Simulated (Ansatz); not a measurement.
# CH$_{4}$BCl$_{3}$O: frequency calculation

The run: frequency calculation of CH$_{4}$BCl$_{3}$O. Method and program: RKS B3LYP/def2-SVP (Ansatz 0.2.0).

It belongs to a series of runs on one base structure; here: vibrations at the highest image of the band. Figures and captions count atoms from 1; the log counts them from 0 in places.

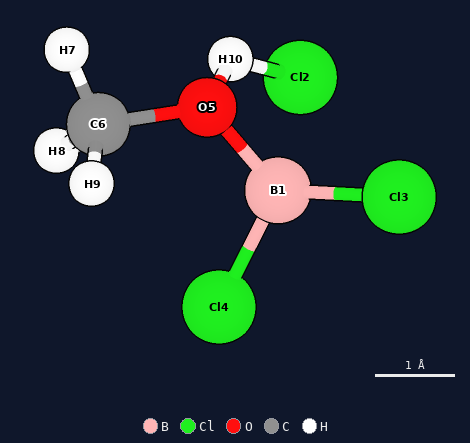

The structure (ball-and-stick view, seen at a tilt; atoms are numbered from 1 in the order of the input).

Input file
```yaml
crystal:
  periodic: [false, false, false]
  atoms:
    - { symbol: B, position_ang: [-0.000825, -0.284741, -0.093444] }
    - { symbol: Cl, position_ang: [0.079772, 0.002673, 2.204721] }
    - { symbol: Cl, position_ang: [1.386164, 0.581879, -0.768242] }
    - { symbol: Cl, position_ang: [-1.638348, 0.111415, -0.657216] }
    - { symbol: O, position_ang: [0.258742, -1.693019, 0.26214] }
    - { symbol: C, position_ang: [-0.613897, -2.777335, -0.106897] }
    - { symbol: H, position_ang: [-0.150387, -3.69969, 0.2654] }
    - { symbol: H, position_ang: [-1.612927, -2.642225, 0.33181] }
    - { symbol: H, position_ang: [-0.691922, -2.816175, -1.201143] }
    - { symbol: H, position_ang: [0.28113, -1.332981, 1.423972] }
basis:
  gaussian: { orbitals: def2-SVP }
hamiltonian:
  xc: b3lyp
phonons: {}
```

Machine: 4 threads of Arm Neoverse V2, 24 GiB of memory available, shared host.

Command:
```bash
ansatz run input.yaml --threads 4 --pin off --max-ram 5120MiB --backend cpu --events-out ev --progress --plain --runs-dir out
```

Log
```
Engine: ansatz 0.2.0, aarch64-unknown-linux-gnu
Functional definition: B3LYP
  parameter a0 = 0.2
  parameter ax = 0.72
  parameter ac = 0.81
  exchange = (1 - a0 - ax)*slater_x + ax*b88_x + a0*exact_x
  correlation = (1 - ac)*vwn_rpa_c + ac*lyp_c
1213 factors; integrals over basis functions are off by at most 3.6e-4 eV
mean field evaluation 1: about -41379.7255 eV, gradient 3.8e1 eV
mean field evaluation 2: about -41377.6776 eV, gradient 5.1e1 eV
mean field evaluation 4: about -41382.7306 eV, gradient 2.1e0 eV
mean field evaluation 8: about -41382.7924 eV, gradient 1.3e-1 eV
mean field evaluation 16: about -41382.7924 eV, gradient 2.7e-5 eV
mean field -41382.79239816 eV, -1520.7895703683 hartree, gradient 2.7e-5 eV, S^2 0.000000; 0 other end points of the search recorded, 0 dependent functions left out
the calculation of the forces begins
reference -41382.79264626 eV, -1520.7895794857 hartree; 37, 37 occupied and 79, 79 virtual orbitals, 1213 factors
these checks for a lower state are left out or cut short: stability, starts, cluster_reference, orbital_swaps, neighbouring_geometries, increment
1213 factors; integrals over basis functions are off by at most 3.6e-4 eV
mean field -41382.79230307 eV, -1520.7895668737 hartree, gradient 2.4e-6 eV, S^2 0.000000; 0 other end points of the search recorded, 0 dependent functions left out
[... from here on the field's lines of each further geometry are left out, up to the last ...]
the calculation of the forces begins
reference -41382.79262549 eV, -1520.7895787226 hartree; 37, 37 occupied and 79, 79 virtual orbitals, 1213 factors
these checks for a lower state are left out or cut short: stability, starts, cluster_reference, orbital_swaps, neighbouring_geometries, increment
1213 factors; integrals over basis functions are off by at most 3.6e-4 eV
mean field -41382.79240095 eV, -1520.7895704707 hartree, gradient 1.9e-6 eV, S^2 0.000000; 0 other end points of the search recorded, 0 dependent functions left out
the calculation of the forces begins
reference -41382.79264907 eV, -1520.7895795889 hartree; 37, 37 occupied and 79, 79 virtual orbitals, 1213 factors
WARN: phonons: modes at or below zero, which the zero-point energy, F, S and C_V leave out: 1, the lowest at -1009.69 cm⁻¹. A minimum has none, and a first-order saddle one
Total energy: -41382.79264626 eV, -1520.7895794857 hartree
Atom 0 at    -0.000825    -0.284741    -0.093444 Å, force     0.001727    -0.001687    -0.002498 eV/Å
Atom 1 at     0.079772     0.002673     2.204721 Å, force     0.000889     0.001654     0.000485 eV/Å
Atom 2 at     1.386164     0.581879    -0.768242 Å, force    -0.001027     0.000390     0.000779 eV/Å
Atom 3 at    -1.638348     0.111415    -0.657216 Å, force     0.000909     0.000017     0.001693 eV/Å
Atom 4 at     0.258742    -1.693019     0.262140 Å, force    -0.007462     0.001766     0.004351 eV/Å
Atom 5 at    -0.613897    -2.777335    -0.106897 Å, force     0.003102     0.000160    -0.000002 eV/Å
Atom 6 at    -0.150387    -3.699690     0.265400 Å, force    -0.000112    -0.000193     0.000754 eV/Å
Atom 7 at    -1.612927    -2.642225     0.331810 Å, force    -0.000619     0.000531    -0.000364 eV/Å
Atom 8 at    -0.691922    -2.816175    -1.201143 Å, force     0.001618     0.000214    -0.000439 eV/Å
Atom 9 at     0.281130    -1.332981     1.423972 Å, force     0.000975    -0.002852    -0.004759 eV/Å
Dipole moment:    -0.181756    -0.806216    -0.205487 e Å
Vibrations: -1009.69 54.95 131.17 147.17 175.96 208.89 262.84 345.94 440.78 501.70 635.02 912.72 983.68 995.17 1111.24 1177.77 1200.66 1463.56 1468.66 1472.44 1624.87 3058.28 3162.14 3176.53 cm⁻¹, zero-point energy 1.531958 eV
```

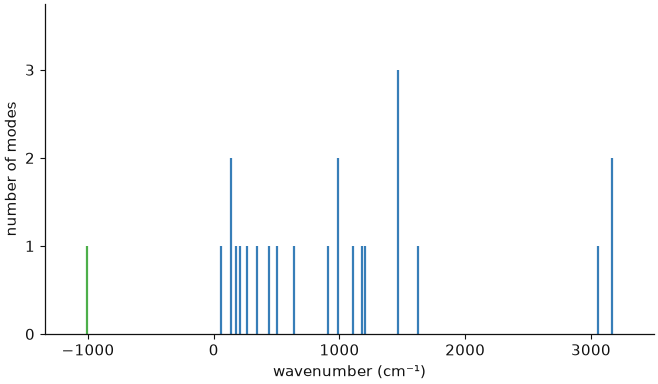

Harmonic vibrational wavenumbers from the force constants; neighbouring modes closer than 19 cm⁻¹ are counted in one stick, and imaginary ones are drawn at negative wavenumbers. 24 modes from 1010i to 3177 cm⁻¹, 1 imaginary beyond 8i (1010i cm⁻¹): a first-order saddle point, if the geometry is stationary.

Results in brief

- outcome: converged
- total energy: −41382.7926 eV
- mean-field energy: −41382.7926 eV
- largest force (length of the vector): 0.009 eV/Å
- wall time: 60 s (CPU time 3.7 min)
- peak memory: 0.29 GiB
